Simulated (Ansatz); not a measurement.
# C3H5F3Sn: one molecule under many settings

How do the results and run time of C3H5F3Sn respond when the settings are drawn wide?

Program: Ansatz 0.2.0, Gaussian basis. Level of theory: the settings change from run to run. These are calculated values, not measurements.

## (1) The geometry

The structure was relaxed beforehand with PBE0-D4 in a triple-zeta def2 set. Sn takes a core potential in def2 sets; no spin-orbit term is included.

SMILES `C=C[CH2][Sn]([F])([F])[F]`, 12 atoms, charge 0, spin multiplicity 1.

Atoms are counted from 1 here; the program's logs count them from 0.

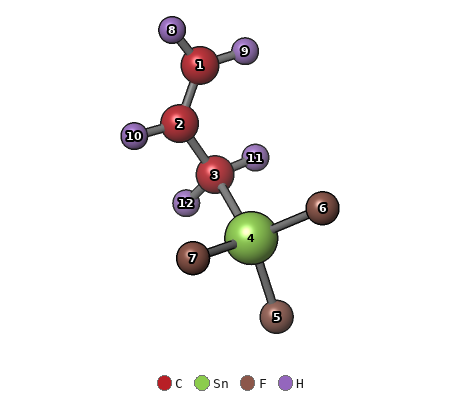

The structure; carbon red, tin green, fluorine brown, hydrogen purple; atoms are numbered from 1 in the order of the file.

Geometry (Å):

| atom | x (Å) | y (Å) | z (Å) |
| --- | --- | --- | --- |
| C1 | 0.5398 | -0.5914 | 1.9965 |
| C2 | 0.9252 | -0.1961 | 0.7904 |
| C3 | 0.3320 | -0.6907 | -0.4786 |
| Sn4 | -0.9051 | 0.8050 | -1.3672 |
| F5 | -1.3157 | 0.5252 | -3.2030 |
| F6 | -2.6003 | 1.0072 | -0.5348 |
| F7 | -0.1366 | 2.5425 | -1.3150 |
| H8 | 1.0087 | -0.1990 | 2.8902 |
| H9 | -0.2545 | -1.3186 | 2.1326 |
| H10 | 1.7173 | 0.5420 | 0.6962 |
| H11 | -0.3136 | -1.5582 | -0.3340 |
| H12 | 1.0797 | -0.9231 | -1.2393 |

## (2) revPBE/STO-3G

Set apart from the defaults: finite nuclei, D3(BJ) with three-body dispersion, high accuracy.

Input file in.yaml:

```yaml
crystal:
  periodic: [false, false, false]
  atoms:
    - {symbol: C, position_ang: [0.539783, -0.591438, 1.996525]}
    - {symbol: C, position_ang: [0.925186, -0.196143, 0.790362]}
    - {symbol: C, position_ang: [0.331965, -0.690723, -0.478575]}
    - {symbol: Sn, position_ang: [-0.905066, 0.805003, -1.367222]}
    - {symbol: F, position_ang: [-1.315731, 0.525246, -3.202951]}
    - {symbol: F, position_ang: [-2.600328, 1.007240, -0.534838]}
    - {symbol: F, position_ang: [-0.136612, 2.542543, -1.315033]}
    - {symbol: H, position_ang: [1.008666, -0.199016, 2.890167]}
    - {symbol: H, position_ang: [-0.254450, -1.318551, 2.132571]}
    - {symbol: H, position_ang: [1.717348, 0.542034, 0.696231]}
    - {symbol: H, position_ang: [-0.313577, -1.558243, -0.334013]}
    - {symbol: H, position_ang: [1.079716, -0.923052, -1.239326]}
basis:
  gaussian: {orbitals: STO-3G, nuclear_model: gaussian}
hamiltonian: {xc: {name: revPBE}, dispersion: d3bjatm}
accuracy: high
output: {forces: true}
```

Started as:

```sh
ansatz run in.yaml --threads 4 --pin off --events-out ev --progress --plain --max-ram 11315MiB
```

Standard output, cut to the lines that bear on the results:

```text
Functional definition: revPBE
  name "revPBE"
  cite "Zhang & Yang, Phys. Rev. Lett. 80, 890 (1998) doi:10.1103/PhysRevLett.80.890"
  cite "Perdew, Burke & Ernzerhof, Phys. Rev. Lett. 77, 3865 (1996) doi:10.1103/PhysRevLett.77.3865"
[...]
1317 factors; integrals over basis functions are off by at most 2.5e-8 eV
[...]
mean field -173497.27609642 eV, -6375.9072958657 hartree, gradient 3.3e-8 eV, S^2 0.000000; 0 other end points of the search recorded, 0 dependent functions left out
[...]
reference -173497.27609959 eV, -6375.9072959825 hartree; 50, 50 occupied and 12, 12 virtual orbitals, 1317 factors
Total energy: -173497.90448531 eV, -6375.9303887318 hartree
Atom 0 at     0.539783    -0.591438     1.996525 Å, force    -0.156739    -0.146423     0.847705 eV/Å
Atom 1 at     0.925186    -0.196143     0.790362 Å, force     0.330971    -0.153924    -0.412981 eV/Å
Atom 2 at     0.331965    -0.690723    -0.478575 Å, force    -0.953934     0.670857    -1.151128 eV/Å
Atom 3 at    -0.905066     0.805003    -1.367222 Å, force     0.272970    -0.248957     0.204792 eV/Å
Atom 4 at    -1.315731     0.525246    -3.202951 Å, force    -0.129071    -0.117532    -0.633814 eV/Å
Atom 5 at    -2.600328     1.007240    -0.534838 Å, force    -0.596937     0.050958     0.305239 eV/Å
Atom 6 at    -0.136612     2.542543    -1.315033 Å, force     0.270943     0.588016     0.016285 eV/Å
Atom 7 at     1.008666    -0.199016     2.890167 Å, force     0.231616     0.280259     0.723087 eV/Å
Atom 8 at    -0.254450    -1.318551     2.132571 Å, force    -0.476800    -0.498639     0.139276 eV/Å
Atom 9 at     1.717348     0.542034     0.696231 Å, force     0.645666     0.558846    -0.097775 eV/Å
Atom 10 at    -0.313577    -1.558243    -0.334013 Å, force    -0.049643    -0.643374     0.262796 eV/Å
Atom 11 at     1.079716    -0.923052    -1.239326 Å, force     0.610959    -0.340085    -0.203483 eV/Å
Dipole moment:     0.068217    -0.125561    -0.070755 e Å
```

Run time: 2.8 s. Hardware: 4 threads of Arm Neoverse V2, shared host.

Largest force 1.639 eV/Å, dipole 0.77 D.

## (3) r2SCANh/def2-TZVP

Options: D3(BJ) with three-body dispersion.

in.yaml: that of step 2 with these lines changed.

```diff
@@ -16,5 +16,4 @@
 basis:
-  gaussian: {orbitals: STO-3G, nuclear_model: gaussian}
-hamiltonian: {xc: {name: revPBE}, dispersion: d3bjatm}
-accuracy: high
+  gaussian: {orbitals: def2-TZVP}
+hamiltonian: {xc: {name: r2SCANh}, dispersion: d3bjatm}
 output: {forces: true}
```

The command is unchanged.

Standard output, cut to the lines that bear on the results:

```text
Functional definition: r2SCANh
  name "r2SCANh"
  cite "Bursch, Neugebauer, Ehlert & Grimme, J. Chem. Phys. 156, 134105 (2022) doi:10.1063/5.0086040"
  cite "Furness, Kaplan, Ning, Perdew & Sun, J. Phys. Chem. Lett. 11, 8208 (2020) doi:10.1021/acs.jpclett.0c02405"
  cite "Furness, Kaplan, Ning, Perdew & Sun, J. Phys. Chem. Lett. 11, 9248 (2020) doi:10.1021/acs.jpclett.0c03077"
  parent r2scan
[...]
1631 factors; their error is unknown
[...]
mean field -17177.81197195 eV, -631.2729464300 hartree, gradient 8.7e-5 eV, S^2 0.000000; 0 other end points of the search recorded, 0 dependent functions left out
[...]
reference -17177.81198778 eV, -631.2729470119 hartree; 36, 36 occupied and 230, 230 virtual orbitals, 1631 factors
Total energy: -17177.89226349 eV, -631.2758970896 hartree
Atom 0 at     0.539783    -0.591438     1.996525 Å, force    -0.028472    -0.025810     0.093082 eV/Å
[...]
Atom 2 at     0.331965    -0.690723    -0.478575 Å, force     0.043101    -0.094738     0.000462 eV/Å
Atom 3 at    -0.905066     0.805003    -1.367222 Å, force    -0.031632     0.044650    -0.025897 eV/Å
Atom 4 at    -1.315731     0.525246    -3.202951 Å, force     0.003712     0.015412     0.041997 eV/Å
Atom 5 at    -2.600328     1.007240    -0.534838 Å, force     0.045318     0.001870    -0.024590 eV/Å
Atom 6 at    -0.136612     2.542543    -1.315033 Å, force    -0.026853    -0.045124     0.000213 eV/Å
Atom 7 at     1.008666    -0.199016     2.890167 Å, force    -0.025628    -0.023281    -0.056998 eV/Å
Atom 8 at    -0.254450    -1.318551     2.132571 Å, force     0.042669     0.040424    -0.014610 eV/Å
Atom 9 at     1.717348     0.542034     0.696231 Å, force    -0.036044    -0.031690    -0.004791 eV/Å
Atom 10 at    -0.313577    -1.558243    -0.334013 Å, force     0.021439     0.043237    -0.004484 eV/Å
Atom 11 at     1.079716    -0.923052    -1.239326 Å, force    -0.038457     0.021693     0.024804 eV/Å
Dipole moment:     0.580259    -0.693250     0.458891 e Å
```

Run time: 8.5 s. Hardware: 4 threads of Arm Neoverse V2, shared host; peak memory 0.89 GiB.

Largest force 0.104 eV/Å, dipole 4.87 D.

## (4) BLYP/def2-mTZVP

This run has D3(BJ) dispersion.

in.yaml: that of step 3 with these lines changed.

```diff
@@ -16,4 +16,4 @@
 basis:
-  gaussian: {orbitals: def2-TZVP}
-hamiltonian: {xc: {name: r2SCANh}, dispersion: d3bjatm}
+  gaussian: {orbitals: def2-mTZVP}
+hamiltonian: {xc: {name: BLYP}, dispersion: d3bj}
 output: {forces: true}
```

Same command.

Standard output, cut to the lines that bear on the results:

```text
Functional definition: BLYP
  name "BLYP"
  cite "Becke, Phys. Rev. A 38, 3098 (1988) doi:10.1103/PhysRevA.38.3098"
  cite "Lee, Yang & Parr, Phys. Rev. B 37, 785 (1988) doi:10.1103/PhysRevB.37.785"
[...]
1578 factors; their error is unknown
[...]
mean field -17177.46579258 eV, -631.2602245729 hartree, gradient 3.3e-5 eV, S^2 0.000000; 0 other end points of the search recorded, 0 dependent functions left out
[...]
reference -17177.46622568 eV, -631.2602404890 hartree; 36, 36 occupied and 129, 129 virtual orbitals, 1578 factors
Total energy: -17178.03288438 eV, -631.2810648122 hartree
Atom 0 at     0.539783    -0.591438     1.996525 Å, force    -0.125412    -0.125290     0.462743 eV/Å
Atom 1 at     0.925186    -0.196143     0.790362 Å, force     0.205417     0.141548    -0.335285 eV/Å
Atom 2 at     0.331965    -0.690723    -0.478575 Å, force     0.309128    -0.413548     0.116729 eV/Å
Atom 3 at    -0.905066     0.805003    -1.367222 Å, force     0.556466    -0.725702     0.348558 eV/Å
Atom 4 at    -1.315731     0.525246    -3.202951 Å, force    -0.319357    -0.237261    -1.470768 eV/Å
Atom 5 at    -2.600328     1.007240    -0.534838 Å, force    -1.347082     0.147952     0.688448 eV/Å
Atom 6 at    -0.136612     2.542543    -1.315033 Å, force     0.626760     1.369735     0.061092 eV/Å
Atom 7 at     1.008666    -0.199016     2.890167 Å, force     0.059279     0.037332     0.190822 eV/Å
Atom 8 at    -0.254450    -1.318551     2.132571 Å, force    -0.139726    -0.120038     0.069425 eV/Å
Atom 9 at     1.717348     0.542034     0.696231 Å, force     0.141045     0.131423    -0.037374 eV/Å
Atom 10 at    -0.313577    -1.558243    -0.334013 Å, force    -0.069692    -0.147181     0.013534 eV/Å
Atom 11 at     1.079716    -0.923052    -1.239326 Å, force     0.103174    -0.058970    -0.107924 eV/Å
Dipole moment:     0.584581    -0.692851     0.472423 e Å
```

Run time: 2.1 s. Hardware: 4 threads of Arm Neoverse V2, shared host.

Largest force 1.524 eV/Å, dipole 4.91 D.

## (5) SPW92/def2-mTZVP

Set apart from the defaults: multiplicity 3, restricted open-shell orbitals, density fitting with def2-universal-jkfit, finite nuclei.

in.yaml: that of step 4 with these lines changed.

```diff
@@ -16,4 +16,5 @@
 basis:
-  gaussian: {orbitals: def2-mTZVP}
-hamiltonian: {xc: {name: BLYP}, dispersion: d3bj}
+  gaussian: {orbitals: def2-mTZVP, fitting: {mean_field: def2-universal-jkfit}, nuclear_model: gaussian}
+magnetization: {spin_polarized: false, initial_magnetization: 2}
+hamiltonian: {xc: {name: SPW92}}
 output: {forces: true}
```

The command is unchanged.

Standard output, cut to the lines that bear on the results:

```text
Functional definition: SPW92
  name "SPW92"
  cite "Dirac, Proc. Camb. Phil. Soc. 26, 376 (1930) doi:10.1017/S0305004100016108"
  cite "Slater, Phys. Rev. 81, 385 (1951) doi:10.1103/PhysRev.81.385"
  cite "Perdew & Wang, Phys. Rev. B 45, 13244 (1992) doi:10.1103/PhysRevB.45.13244"
[...]
764 factors; integrals over basis functions are off by at most 1.6e0 eV
[...]
mean field -17085.99940469 eV, -627.8988968159 hartree, gradient 1.9e-5 eV, S^2 2.000000; 8 other end points of the search recorded, 0 dependent functions left out
[...]
reference -17085.99945610 eV, -627.8988987054 hartree; 37, 35 occupied and 128, 130 virtual orbitals, 764 factors
Total energy: -17085.99945610 eV, -627.8988987054 hartree
Atom 0 at     0.539783    -0.591438     1.996525 Å, force    -1.885505    -1.255584     4.680139 eV/Å
Atom 1 at     0.925186    -0.196143     0.790362 Å, force     0.834596     0.190466    -7.285891 eV/Å
Atom 2 at     0.331965    -0.690723    -0.478575 Å, force     2.875608    -0.749088     3.929928 eV/Å
Atom 3 at    -0.905066     0.805003    -1.367222 Å, force    -0.864241     0.545707    -0.684411 eV/Å
Atom 4 at    -1.315731     0.525246    -3.202951 Å, force    -0.205810    -0.319147    -1.561143 eV/Å
Atom 5 at    -2.600328     1.007240    -0.534838 Å, force    -1.212552     0.111904     0.842763 eV/Å
Atom 6 at    -0.136612     2.542543    -1.315033 Å, force     0.710748     1.057942     0.229979 eV/Å
Atom 7 at     1.008666    -0.199016     2.890167 Å, force     0.077347     0.083433     0.353448 eV/Å
Atom 8 at    -0.254450    -1.318551     2.132571 Å, force    -0.217688    -0.235555     0.106352 eV/Å
Atom 9 at     1.717348     0.542034     0.696231 Å, force     0.273075     0.218184    -0.117365 eV/Å
Atom 10 at    -0.313577    -1.558243    -0.334013 Å, force    -0.455081    -0.124113     0.033328 eV/Å
Atom 11 at     1.079716    -0.923052    -1.239326 Å, force     0.069504     0.475852    -0.527127 eV/Å
Dipole moment:     0.883624    -0.886133     0.877675 e Å
```

It took 6 s on 4 threads of Arm Neoverse V2, shared host.

Largest force 7.336 eV/Å, dipole 7.34 D.

## (6) HF/def2-TZVPD

in.yaml: that of step 5 with these lines changed.

```diff
@@ -16,5 +16,4 @@
 basis:
-  gaussian: {orbitals: def2-mTZVP, fitting: {mean_field: def2-universal-jkfit}, nuclear_model: gaussian}
-magnetization: {spin_polarized: false, initial_magnetization: 2}
-hamiltonian: {xc: {name: SPW92}}
+  gaussian: {orbitals: def2-TZVPD}
+hamiltonian: {xc: {name: HF}}
 output: {forces: true}
```

Launched as before.

Standard output, cut to the lines that bear on the results:

```text
Functional definition: HF
  name "HF"
  cite "Fock, Z. Phys. 61, 126 (1930) doi:10.1007/BF01340294"
  parent pbe
[...]
2253 factors; their error is unknown
[...]
mean field -17100.79925260 eV, -628.4427811950 hartree, gradient 6.9e-6 eV, S^2 0.000000; 0 other end points of the search recorded, 0 dependent functions left out
[...]
reference -17100.79925260 eV, -628.4427811950 hartree; 36, 36 occupied and 296, 296 virtual orbitals, 2253 factors
Total energy: -17100.79925260 eV, -628.4427811950 hartree
Atom 0 at     0.539783    -0.591438     1.996525 Å, force     0.140265     0.120953    -0.299300 eV/Å
Atom 1 at     0.925186    -0.196143     0.790362 Å, force     0.233657     0.044319     0.937423 eV/Å
Atom 2 at     0.331965    -0.690723    -0.478575 Å, force    -0.294733    -0.236230    -0.639126 eV/Å
Atom 3 at    -0.905066     0.805003    -1.367222 Å, force    -0.507984     0.619340    -0.336488 eV/Å
Atom 4 at    -1.315731     0.525246    -3.202951 Å, force     0.153783     0.118804     0.726993 eV/Å
Atom 5 at    -2.600328     1.007240    -0.534838 Å, force     0.645479    -0.066087    -0.347812 eV/Å
Atom 6 at    -0.136612     2.542543    -1.315033 Å, force    -0.312500    -0.653945    -0.043733 eV/Å
Atom 7 at     1.008666    -0.199016     2.890167 Å, force    -0.172695    -0.117601    -0.299849 eV/Å
Atom 8 at    -0.254450    -1.318551     2.132571 Å, force     0.282568     0.235872    -0.033299 eV/Å
Atom 9 at     1.717348     0.542034     0.696231 Å, force    -0.272797    -0.265736     0.060196 eV/Å
Atom 10 at    -0.313577    -1.558243    -0.334013 Å, force     0.276743     0.222477    -0.035287 eV/Å
Atom 11 at     1.079716    -0.923052    -1.239326 Å, force    -0.171784    -0.022168     0.310282 eV/Å
Dipole moment:     0.599172    -0.727782     0.463413 e Å
```

Run time: 8.5 s. Hardware: 4 threads of Arm Neoverse V2, shared host; peak memory 1.5 GiB.

Largest force 0.967 eV/Å, dipole 5.05 D.

## (7) wB97X-V/def2-TZVP

Set apart from the defaults: relativity set to scalar.

in.yaml: that of step 6 with these lines changed.

```diff
@@ -16,4 +16,3 @@
 basis:
-  gaussian: {orbitals: def2-TZVPD}
-hamiltonian: {xc: {name: HF}}
-output: {forces: true}
+  gaussian: {orbitals: def2-TZVP}
+hamiltonian: {xc: {name: wB97X-V}, pseudopotentials: {relativity: scalar}}
```

Launched as before.

Standard output, cut to the lines that bear on the results:

```text
Functional definition: wB97X-V
  name "wB97X-V"
  cite "Mardirossian & Head-Gordon, Phys. Chem. Chem. Phys. 16, 9904 (2014) doi:10.1039/C3CP54374A"
  cite "Becke, J. Chem. Phys. 107, 8554 (1997) doi:10.1063/1.475007"
  cite "Vydrov & Van Voorhis, J. Chem. Phys. 133, 244103 (2010) doi:10.1063/1.3521275"
[...]
      + integral(e_c_pw_opposite_spin*poly(b97_u_opposite, cos0, cos1)) + vv10(b, c)
1660 factors; their error is unknown
386 factors; integrals over basis functions are off by at most 9.2e-6 eV
[...]
mean field -17185.56810677 eV, -631.5579791275 hartree, gradient 3.0e-5 eV, S^2 0.000000; 0 other end points of the search recorded, 0 dependent functions left out
reference -17185.56810402 eV, -631.5579790263 hartree; 36, 36 occupied and 230, 230 virtual orbitals, 1660 factors
Total energy: -17185.56810402 eV, -631.5579790263 hartree
Relativity: scalar
```

Run time: 11 s. Hardware: 4 threads of Arm Neoverse V2, shared host; peak memory 0.8 GiB.

## (8) rPW86-PBE/def2-SVPD

Set apart from the defaults: D3(BJ) with three-body dispersion, high accuracy, the search for lower states set to off.

in.yaml: that of step 7 with these lines changed.

```diff
@@ -16,3 +16,5 @@
 basis:
-  gaussian: {orbitals: def2-TZVP}
-hamiltonian: {xc: {name: wB97X-V}, pseudopotentials: {relativity: scalar}}
+  gaussian: {orbitals: def2-SVPD}
+hamiltonian: {xc: {name: rPW86-PBE}, dispersion: d3bjatm}
+accuracy: high
+scf: {lower_state_search: off}
```

Launched as before.

Standard output, cut to the lines that bear on the results:

```text
Functional definition: rPW86-PBE
  name "rPW86-PBE"
  cite "Murray, Lee & Langreth, J. Chem. Theory Comput. 5, 2754 (2009) doi:10.1021/ct900365q"
  cite "Perdew, Burke & Ernzerhof, Phys. Rev. Lett. 77, 3865 (1996) doi:10.1103/PhysRevLett.77.3865"
  parent pbe
[...]
4194 factors; integrals over basis functions are off by at most 3.3e-9 eV
[...]
mean field -17194.43054699 eV, -631.8836677983 hartree, gradient 4.0e-8 eV, S^2 0.000000; 0 other end points of the search recorded, 0 dependent functions left out
reference -17194.43056510 eV, -631.8836684637 hartree; 36, 36 occupied and 165, 165 virtual orbitals, 4194 factors
Total energy: -17194.69489020 eV, -631.8933822319 hartree
Checks for a lower state left out: stability, starts, cluster_reference, orbital_swaps, neighbouring_geometries, increment
```

Wall time 14 s (4 threads of Arm Neoverse V2, shared host); peak memory 1 GiB.

## (9) PBE/def2-TZVPD

Options: multiplicity 3, restricted open-shell orbitals, atoms shaken by 0.08 Å, D4 dispersion.

Input file in.yaml:

```yaml
crystal:
  periodic: [false, false, false]
  atoms:
    - {symbol: C, position_ang: [0.530424, -0.543564, 1.919084]}
    - {symbol: C, position_ang: [0.889206, -0.243945, 0.788749]}
    - {symbol: C, position_ang: [0.369996, -0.636384, -0.565383]}
    - {symbol: Sn, position_ang: [-0.908490, 0.791698, -1.377591]}
    - {symbol: F, position_ang: [-1.302579, 0.556540, -3.179077]}
    - {symbol: F, position_ang: [-2.672134, 0.912810, -0.390938]}
    - {symbol: F, position_ang: [-0.072917, 2.584882, -1.240478]}
    - {symbol: H, position_ang: [0.951570, -0.180227, 2.827376]}
    - {symbol: H, position_ang: [-0.331730, -1.280545, 2.204988]}
    - {symbol: H, position_ang: [1.806714, 0.502138, 0.692178]}
    - {symbol: H, position_ang: [-0.112662, -1.446310, -0.354029]}
    - {symbol: H, position_ang: [1.042086, -1.067665, -1.041665]}
basis:
  gaussian: {orbitals: def2-TZVPD}
magnetization: {spin_polarized: false, initial_magnetization: 2}
hamiltonian: {xc: {name: PBE}, dispersion: d4}
```

Same command.

Standard output, cut to the lines that bear on the results:

```text
Functional definition: PBE
  name "PBE"
  cite "Perdew, Burke & Ernzerhof, Phys. Rev. Lett. 77, 3865 (1996) doi:10.1103/PhysRevLett.77.3865"
  parent pbe
[...]
1772 factors; their error is unknown
[...]
mean field -17162.99926421 eV, -630.7285894610 hartree, gradient 1.8e-5 eV, S^2 2.000000; 12 other end points of the search recorded, 0 dependent functions left out
reference -17162.99934387 eV, -630.7285923884 hartree; 37, 35 occupied and 295, 297 virtual orbitals, 1772 factors
Total energy: -17163.27462153 eV, -630.7387086557 hartree
```

Wall time 43 s (4 threads of Arm Neoverse V2, shared host); peak memory 0.97 GiB.

## (10) All runs side by side

| level | charge | multiplicity | geometry | functions | energy (eV) | time |
| --- | --- | --- | --- | --- | --- | --- |
| revPBE/STO-3G | 0 | 1 | relaxed | 62 | -173497.904 | 2.8 s |
| r2SCANh/def2-TZVP | 0 | 1 | relaxed | 266 | -17177.892 | 8.5 s |
| BLYP/def2-mTZVP | 0 | 1 | relaxed | 165 | -17178.033 | 2.1 s |
| SPW92/def2-mTZVP | 0 | 3 | relaxed | 165 | -17085.999 | 6 s |
| HF/def2-TZVPD | 0 | 1 | relaxed | 332 | -17100.799 | 8.5 s |
| wB97X-V/def2-TZVP | 0 | 1 | relaxed | 266 | -17185.568 | 11 s |
| rPW86-PBE/def2-SVPD | 0 | 1 | relaxed | 201 | -17194.695 | 14 s |
| PBE/def2-TZVPD | 0 | 3 | shaken | 332 | -17163.275 | 43 s |

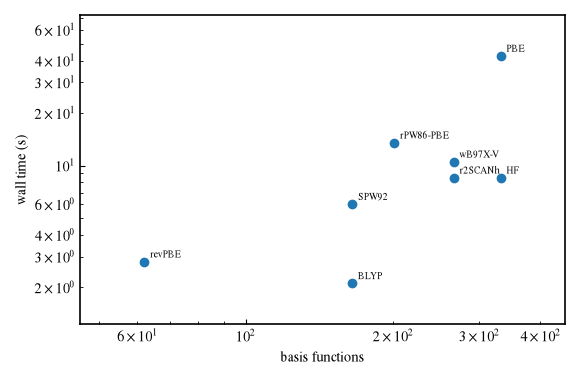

Wall time against the number of basis functions (shared host).

## (11) What came out

```
                                         quantity                   value
                                             runs                       8
                                         quickest  BLYP/def2-mTZVP, 2.1 s
                                          slowest    PBE/def2-TZVPD, 43 s
spread of total energies, same state and geometry             156397.1 eV
                  dipole, same state and geometry          0.77 to 5.05 D
```

In words: Run time spans a factor of 20, from BLYP/def2-mTZVP to PBE/def2-TZVPD. The jobs differ in tasks and options as well as level. Total energies at one charge and spin differ by 156397 eV between levels, so only differences within one level mean anything. Some of these runs are scalar-relativistic and others not, which shifts the totals of all-electron atoms past neon by several eV an atom and more; core potentials, where a basis has them, take the core out of the total altogether. At the PBE0-D4/def2-TZVP geometry and in the same state, the sound runs without point charges leave forces up to 1.64 eV/Å (revPBE/STO-3G). At that geometry and state the dipole changes by 559 % between the lowest and highest value.
